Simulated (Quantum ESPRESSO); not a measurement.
# The valence band of MoS2 as photoemission sees it, part 8 of 15

Wanted: projected DOS of MoS2, weighted into photoemission and X-ray emission spectra, at several levels of theory.

Quantum ESPRESSO 7.5; DFT, LDA, plane waves, ultrasoft GBRV pseudopotentials, scalar-relativistic (the session's first sound run).

So far. Step 5 (The base run: bands): On this path the gap is indirect, 0.86 eV, with the valence top at T and the conduction bottom between Γ and S0. The least direct gap is 1.71 eV. Step 6 (With a Hubbard U: self-consistent run): The run ends at a pressure of -2.31 GPa, with forces up to 0.087 eV/Å.

## 9. With a Hubbard U: bands

Level of this step: DFT, LDA+U, plane waves, ultrasoft GBRV pseudopotentials, scalar-relativistic (Quantum ESPRESSO).

The bands are solved at chosen points on the fixed potential.

The input, bands.in:

```
&control
  calculation = 'bands'
  prefix = 'pes'
  outdir = './tmp'
  pseudo_dir = './pp'
  verbosity = 'high'
/
&system
  ibrav = 0
  nat = 3
  ntyp = 2
  ecutwfc = 40.0
  ecutrho = 200.0
  occupations = 'smearing'
  nbnd = 23
  smearing = 'fd'
  degauss = 0.00147
/
&electrons
  conv_thr = 1.8e-08
  mixing_beta = 0.5
  electron_maxstep = 120
  diago_full_acc = .true.
/
ATOMIC_SPECIES
Mo 95.9500 mo_lda_v1.uspp.F.UPF
S 32.0600 s_lda_v1.4.uspp.F.UPF
CELL_PARAMETERS angstrom
 1.580000000 0.912213425 6.150000000
 -1.580000000 0.912213425 6.150000000
 0.000000000 -1.824426851 6.150000000
ATOMIC_POSITIONS crystal
Mo 0.000000000 0.000000000 0.000000000
S 0.417000000 0.417000000 0.417000000
S 0.250000000 0.250000000 0.250000000
K_POINTS crystal
87
 0.00000000 0.00000000 0.00000000 1
 0.04166667 0.04166667 0.04166667 1
 0.08333333 0.08333333 0.08333333 1
 0.12500000 0.12500000 0.12500000 1
 0.16666667 0.16666667 0.16666667 1
 0.20833333 0.20833333 0.20833333 1
 ! [... 79 more points ...]
 0.04166667 0.00000000 0.04166667 1
 0.00000000 0.00000000 0.00000000 1
HUBBARD (ortho-atomic)
U Mo-4d 4.4
```

Run with:

```
OMP_NUM_THREADS=1 mpirun -n 4 pw.x -nk 4 -in bands.in > bands.out
```

The program printed:

```text
[banner, memory and clock lines left out]
Program PWSCF v.7.5 starts

          URL

     Atomic positions and unit cell read from directory:
     ./tmp/pes.save/

     Message from routine setup:
     using ibrav=0 with symmetry is DISCOURAGED, use correct ibrav instead

     G-vector sticks info

     bravais-lattice index     =            0
     lattice parameter (alat)  =      12.1224  a.u.
     unit-cell volume          =     358.9025 (a.u.)^3
     number of atoms/cell      =            3
     number of atomic types    =            2
     number of electrons       =        26.00
     number of Kohn-Sham states=           23
     kinetic-energy cutoff     =      40.0000  Ry
     charge density cutoff     =     200.0000  Ry
     Exchange-correlation=  SLA  PZ   NOGX NOGC
                           (   1   1   0   0   0   0   0)
     Hubbard projectors: ortho-atomic
     Hubbard parameters of DFT+U (Dudarev formulation) in eV:
     U(Mo-4d) =  4.4000

     Internal variables: lda_plus_u =T, lda_plus_u_kind = 0

     Internal variables: orbital_resolved =F, hub_pot_fix =F, apply_U = F

     celldm(1)=  12.122418  celldm(2)=   0.000000  celldm(3)=   0.000000
     celldm(4)=   0.000000  celldm(5)=   0.000000  celldm(6)=   0.000000

     crystal axes: (cart. coord. in units of alat)
               a(1) = (   0.246301   0.142202   0.958704 )
               a(2) = (  -0.246301   0.142202   0.958704 )
               a(3) = (   0.000000  -0.284404   0.958704 )

     reciprocal axes: (cart. coord. in units 2 pi/alat)
               b(1) = (  2.030034  1.172041  0.347691 )
               b(2) = ( -2.030034  1.172041  0.347691 )
               b(3) = (  0.000000 -2.344081  0.347691 )

     PseudoPot. # 1 for Mo read from file:
     ./pp/mo_lda_v1.uspp.F.UPF
     Pseudo is Ultrasoft + core correction, Zval = 14.0
     Generated by new atomic code, or converted to UPF format
     Using radial grid of  889 points,  6 beta functions with:
                l(1) =   0
                l(2) =   0
                l(3) =   1
                l(4) =   1
                l(5) =   2
                l(6) =   2
     Q(r) pseudized with  6 coefficients,  rinner =    1.000   1.000   1.000
                                                       1.000   1.000

     PseudoPot. # 2 for S  read from file:
     ./pp/s_lda_v1.4.uspp.F.UPF
     Pseudo is Ultrasoft + core correction, Zval =  6.0
     Generated by new atomic code, or converted to UPF format
     Using radial grid of  907 points,  6 beta functions with:
                l(1) =   0
                l(2) =   0
                l(3) =   1
                l(4) =   1
                l(5) =   2
                l(6) =   2
     Q(r) pseudized with  8 coefficients,  rinner =    1.300   1.300   1.300
                                                       1.300   1.300

     atomic species   valence    mass     pseudopotential
     Mo               14.00    95.95000     Mo( 1.00)
     S                 6.00    32.06000     S ( 1.00)

      6 Sym. Ops. (no inversion) found

                                    s                        frac. trans.

      isym =  1     identity

 cryst.   s( 1) = (     1          0          0      )
                  (     0          1          0      )
                  (     0          0          1      )

 cart.    s( 1) = (  1.0000000 -0.0000000 -0.0000000 )
                  ( -0.0000000  1.0000000 -0.0000000 )
                  ( -0.0000000  0.0000000  1.0000000 )

      isym =  2     120 deg rotation - cryst. axis [0,0,1]

 cryst.   s( 2) = (     0          1          0      )
                  (     0          0          1      )
                  (     1          0          0      )

 cart.    s( 2) = ( -0.5000000 -0.8660254 -0.0000000 )
                  (  0.8660254 -0.5000000 -0.0000000 )
                  ( -0.0000000 -0.0000000  1.0000000 )

      isym =  3     120 deg rotation - cryst. axis [0,0,-1]

 cryst.   s( 3) = (     0          0          1      )
                  (     1          0          0      )
                  (     0          1          0      )

 cart.    s( 3) = ( -0.5000000  0.8660254  0.0000000 )
                  ( -0.8660254 -0.5000000 -0.0000000 )
                  ( -0.0000000 -0.0000000  1.0000000 )

      isym =  4     inv. 180 deg rotation - cart. axis [1,0,0]

 cryst.   s( 4) = (     0          1          0      )
                  (     1          0          0      )
                  (     0          0          1      )

 cart.    s( 4) = ( -1.0000000 -0.0000000 -0.0000000 )
                  ( -0.0000000  1.0000000 -0.0000000 )
                  ( -0.0000000  0.0000000  1.0000000 )

      isym =  5     inv. 180 deg rotation - cryst. axis [0,1,0]

 cryst.   s( 5) = (     1          0          0      )
                  (     0          0          1      )
                  (     0          1          0      )

 cart.    s( 5) = (  0.5000000  0.8660254  0.0000000 )
                  (  0.8660254 -0.5000000 -0.0000000 )
                  ( -0.0000000 -0.0000000  1.0000000 )

      isym =  6     inv. 180 deg rotation - cryst. axis [1,1,0]

 cryst.   s( 6) = (     0          0          1      )
                  (     0          1          0      )
                  (     1          0          0      )

 cart.    s( 6) = (  0.5000000 -0.8660254 -0.0000000 )
                  ( -0.8660254 -0.5000000 -0.0000000 )
                  ( -0.0000000 -0.0000000  1.0000000 )

   Cartesian axes

     site n.     atom                  positions (alat units)
         1        Mo     tau(   1) = (   0.0000000   0.0000000   0.0000000  )
         2        S      tau(   2) = (  -0.0000000  -0.0000000   1.1993393  )
         3        S      tau(   3) = (   0.0000000  -0.0000000   0.7190283  )

   Crystallographic axes

     site n.     atom                  positions (cryst. coord.)
         1        Mo     tau(   1) = (  0.0000000  0.0000000  0.0000000  )
         2        S      tau(   2) = (  0.4170000  0.4170000  0.4170000  )
         3        S      tau(   3) = (  0.2500000  0.2500000  0.2500000  )

     number of k points=    87  Fermi-Dirac smearing, width (Ry)=  0.0015
                       cart. coord. in units 2pi/alat
        k(    1) = (   0.0000000   0.0000000   0.0000000), wk =   0.0229885
        k(    2) = (  -0.0000000  -0.0000000   0.0434614), wk =   0.0229885
        k(    3) = (  -0.0000000  -0.0000000   0.0869229), wk =   0.0229885
        k(    4) = (  -0.0000000   0.0000000   0.1303843), wk =   0.0229885
        k(    5) = (  -0.0000000  -0.0000000   0.1738457), wk =   0.0229885
        k(    6) = (  -0.0000000   0.0000000   0.2173071), wk =   0.0229885
        k(    7) = (  -0.0000000   0.0000000   0.2607686), wk =   0.0229885
[...]
k =-0.0000-0.0000 0.1738 (  1487 PWs)   bands (ev):

   -50.5234 -24.7082 -24.5260 -24.5260  -4.0891  -2.4853   3.9815   7.4233
     7.4233   8.6970   8.7039   8.7039  10.2620  13.0407  13.0407  13.3508
    13.3508  16.3093  19.0137  19.4538  20.9222  20.9222  22.8037

          k =-0.0000 0.0000 0.2173 (  1493 PWs)   bands (ev):

   -50.5234 -24.7082 -24.5260 -24.5260  -4.0622  -2.5344   4.0835   7.4216
     7.4216   8.4659   8.7074   8.7074  10.3803  13.0501  13.0501  13.3365
    13.3365  16.3232  19.0693  19.5985  20.8994  20.8994  22.8415

          k =-0.0000 0.0000 0.2608 (  1499 PWs)   bands (ev):

   -50.5234 -24.7083 -24.5260 -24.5260  -4.0317  -2.5884   4.1990   7.4199
     7.4199   8.2380   8.7111   8.7111  10.4811  13.0610  13.0610  13.3204
    13.3204  16.3369  19.1301  19.7684  20.8729  20.8729  22.8915

          k =-0.0000 0.0000 0.3042 (  1517 PWs)   bands (ev):

   -50.5234 -24.7083 -24.5260 -24.5260  -3.9990  -2.6441   4.3221   7.4181
     7.4181   8.0196   8.7148   8.7148  10.5646  13.0728  13.0728  13.3035
    13.3035  16.3495  19.1927  19.9569  20.8446  20.8446  22.9516

          k =-0.0000 0.0000 0.3477 (  1524 PWs)   bands (ev):

[...]
13.2865  16.3602  19.2529  20.1544  20.8169  20.8169  22.8830

          k =-0.0000-0.0000 0.3912 (  1524 PWs)   bands (ev):

[...]
13.2707  16.3688  19.3063  20.3470  20.7923  20.7923  22.7247

          k =-0.0000-0.0000 0.4346 (  1521 PWs)   bands (ev):

[...]
13.2572  16.3749  19.3486  20.5156  20.7729  20.7729  22.5882

          k =-0.0000 0.0000 0.4781 (  1539 PWs)   bands (ev):

[...]
13.2479  16.3785  19.3758  20.6347  20.7606  20.7606  22.4921

          k =-0.0000 0.0000 0.5215 (  1536 PWs)   bands (ev):

[...]
13.2445  16.3798  19.3852  20.6784  20.7563  20.7563  22.4568

          k = 0.1078 0.0000 0.5215 (  1520 PWs)   bands (ev):

[...]
13.2157  16.5365  19.5320  20.5845  20.7184  20.8600  22.4425

          k = 0.2156 0.0000 0.5215 (  1520 PWs)   bands (ev):

[...]
13.3669  16.9709  19.8920  20.2876  20.7145  21.1426  22.1989

          k = 0.3235 0.0000 0.5215 (  1524 PWs)   bands (ev):

[...]
13.6342  17.6055  19.8409  20.3305  20.7220  21.4690  21.8768

          k = 0.4313 0.0000 0.5215 (  1526 PWs)   bands (ev):

[...]
k = 0.5391 0.0000 0.5215 (  1526 PWs)   bands (ev):

[...]
k = 0.6469 0.0000 0.5215 (  1530 PWs)   bands (ev):

[...]
k = 0.7547 0.0000 0.5215 (  1532 PWs)   bands (ev):

[...]
k = 0.8625 0.0000 0.5215 (  1532 PWs)   bands (ev):

[...]
k = 0.9704 0.0000 0.5215 (  1544 PWs)   bands (ev):

[...]
k = 1.0782 0.0000 0.5215 (  1552 PWs)   bands (ev):

[...]
k = 1.1860 0.0000 0.5215 (  1552 PWs)   bands (ev):

[...]
k = 1.2938 0.0000 0.5215 (  1550 PWs)   bands (ev):

[...]
k = 1.3831-0.0516 0.1738 (  1550 PWs)   bands (ev):

[...]
k = 1.3525 0.0016 0.1738 (  1554 PWs)   bands (ev):

[...]
k = 1.3218 0.0547 0.1738 (  1554 PWs)   bands (ev):

[...]
k = 1.2911 0.1078 0.1738 (  1554 PWs)   bands (ev):

[...]
k = 0.3383 0.1953 0.0579 (  1525 PWs)   bands (ev):

[...]
k = 0.2538 0.1465 0.0435 (  1516 PWs)   bands (ev):

[...]
k = 0.1692 0.0977 0.0290 (  1510 PWs)   bands (ev):

[...]
k = 0.0846 0.0488 0.0145 (  1510 PWs)   bands (ev):

[...]
k = 0.0000 0.0000 0.0000 (  1511 PWs)   bands (ev):

[...]
k = 0.1153-0.0000-0.0000 (  1508 PWs)   bands (ev):

[...]
k = 0.2305 0.0000 0.0000 (  1508 PWs)   bands (ev):

[...]
k = 0.3458-0.0000-0.0000 (  1524 PWs)   bands (ev):

[...]
k = 0.4610 0.0000-0.0000 (  1526 PWs)   bands (ev):

[...]
k = 0.5763-0.0000-0.0000 (  1528 PWs)   bands (ev):

[...]
k = 0.6916-0.0000-0.0000 (  1528 PWs)   bands (ev):

[...]
k = 0.8068-0.0000-0.0000 (  1530 PWs)   bands (ev):

[...]
k = 0.9221-0.0000 0.0000 (  1540 PWs)   bands (ev):

[...]
k = 1.0373 0.0000 0.0000 (  1542 PWs)   bands (ev):

[...]
k = 1.1526-0.0000 0.0000 (  1548 PWs)   bands (ev):

[...]
k = 1.2679 0.0000-0.0000 (  1552 PWs)   bands (ev):

[...]
k = 1.3831-0.0000-0.0000 (  1552 PWs)   bands (ev):

[...]
k = 1.3385-0.0258 0.3477 (  1552 PWs)   bands (ev):

[...]
k = 1.3115-0.0725 0.3477 (  1546 PWs)   bands (ev):

[...]
k = 1.2846-0.1192 0.3477 (  1542 PWs)   bands (ev):

[...]
k = 1.2576-0.1658 0.3477 (  1538 PWs)   bands (ev):

[...]
k = 1.2307-0.2125 0.3477 (  1544 PWs)   bands (ev):

[...]
k = 1.2037-0.2592 0.3477 (  1538 PWs)   bands (ev):

[...]
k = 1.1767-0.3059 0.3477 (  1540 PWs)   bands (ev):

[...]
k = 1.1498-0.3526 0.3477 (  1540 PWs)   bands (ev):

[...]
k = 1.1228-0.3993 0.3477 (  1540 PWs)   bands (ev):

[...]
k = 1.0959-0.4460 0.3477 (  1538 PWs)   bands (ev):

[...]
k = 1.0689-0.4926 0.3477 (  1534 PWs)   bands (ev):

[...]
k = 1.0420-0.5393 0.3477 (  1536 PWs)   bands (ev):

[...]
k = 1.0150-0.5860 0.3477 (  1538 PWs)   bands (ev):

[...]
k = 0.6767-0.3907 0.2318 (  1531 PWs)   bands (ev):

[...]
k = 0.5921-0.3418 0.2028 (  1526 PWs)   bands (ev):

[...]
14.4295  17.9371  18.7028  19.4597  20.7002  21.8661  22.5373

          k = 0.5075-0.2930 0.1738 (  1526 PWs)   bands (ev):

[...]
14.2109  18.1621  18.9515  19.7991  20.4301  21.7422  22.9053

          k = 0.4229-0.2442 0.1449 (  1528 PWs)   bands (ev):

[...]
13.9644  18.1640  19.3440  19.6841  20.4582  21.4164  22.7417

          k = 0.3383-0.1953 0.1159 (  1520 PWs)   bands (ev):

[...]
13.7053  17.8318  19.4237  19.8021  20.6615  21.0446  22.2150

          k = 0.2538-0.1465 0.0869 (  1517 PWs)   bands (ev):

   -50.5169 -24.6959 -24.5881 -24.5400  -3.8881  -2.3289   4.1023   6.9588
     7.6734   7.9080   8.3533   9.3313   9.9853  12.6860  12.9895  13.0541
    13.4580  17.3015  19.3300  19.8019  20.6565  21.3134  21.7076

          k = 0.1692-0.0977 0.0579 (  1508 PWs)   bands (ev):

   -50.5204 -24.7026 -24.5545 -24.5324  -4.0267  -2.3609   3.9307   7.2002
     7.5389   8.2793   8.5312   9.3796   9.9532  12.9232  13.0520  13.1659
    13.2887  16.7849  19.2523  19.4026  20.7964  21.3068  21.9068

          k = 0.0846-0.0488 0.0290 (  1508 PWs)   bands (ev):

   -50.5226 -24.7068 -24.5333 -24.5276  -4.1120  -2.3801   3.8209   7.3670
     7.4552   8.5746   8.6531   9.4212   9.8191  12.9925  13.0714  13.2818
    13.3443  16.4136  19.0250  19.2206  20.9166  21.0505  22.4840

          k = 0.0000 0.0000 0.0000 (  1511 PWs)   bands (ev):

   -50.5234 -24.7082 -24.5260 -24.5260  -4.1407  -2.3865   3.7832   7.4268
     7.4268   8.6967   8.6967   9.4612   9.7179  13.0224  13.0224  13.3794
    13.3794  16.2765  18.8998  19.1891  20.9622  20.9622  22.7532

     XML data file, pseudopotentials, collected wavefunctions

                                        0.00s GPU  (    1382 calls)

     Hubbard U routines
```

Elapsed: 38 s, on 4 MPI ranks of Arm Neoverse V2, shared host.

This step gave:

```
gap on the path              : 0.7922 eV
least direct gap on the path : 1.437 eV
valence top on path          : 1.00e-4 eV
```

Electronic bands along the path, in eV, zero at the valence-band maximum; v1 is the highest filled band, c1 the lowest empty one:

```tsv
point	v4	v3	v2	v1	c1	c2	c3	c4
Γ	-2.05	-2.05	-1.29	-1.03	2.28	2.28	2.63	2.63
T	-3.33	-2.02	-2.02	0.00	2.37	2.37	2.50	2.50
H2	-4.20	-3.58	-2.57	-0.67	0.84	2.50	3.17	4.49
jump to H0	-4.20	-3.58	-2.57	-0.67	0.84	2.50	3.17	4.49
L	-3.79	-2.11	-1.46	-1.44	1.71	1.98	3.66	3.76
Γ	-2.05	-2.05	-1.29	-1.03	2.28	2.28	2.63	2.63
S0	-4.21	-3.51	-2.62	-0.65	0.81	2.50	3.15	4.50
jump to S2	-4.21	-3.51	-2.62	-0.65	0.81	2.50	3.15	4.50
F	-3.71	-2.70	-1.64	-1.26	1.66	2.12	3.19	4.19
Γ	-2.05	-2.05	-1.29	-1.03	2.28	2.28	2.63	2.63
```

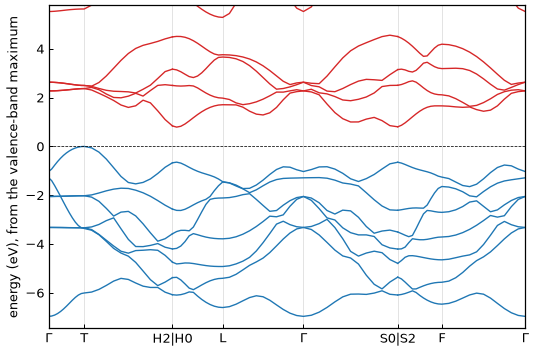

Electronic bands along the path; lines of filled and empty bands in two colours.

Side by side:

```tsv
quantity	this run	base run	difference
gap on the path (eV)	0.7922	0.8577	-0.0655
least direct gap on the path (eV)	1.4367	1.7085	-0.272
```

The two runs differ clearly in the least direct gap on the path: 1.44 eV against 1.71 eV.

(Continued in part 9 of 15.)

[Logs are printed without paths, hosts, clocks, repeated set-up lines and the standing remarks that a program may print on its own settings, such as how far it seeks lower states.]

[Hosts, paths, dates, database ids (printed as entryN), source tags and the programs' standing remarks are cut or masked in the printed files.]

[Maps of the electrostatic potential energy from Ansatz leave out the sawtooth potential of an applied field or a dipole correction, so their vacuum need not be flat; work functions include it.]

[Peak lists hold at most the 14 tallest peaks of each spectrum; further lines can be left out.]
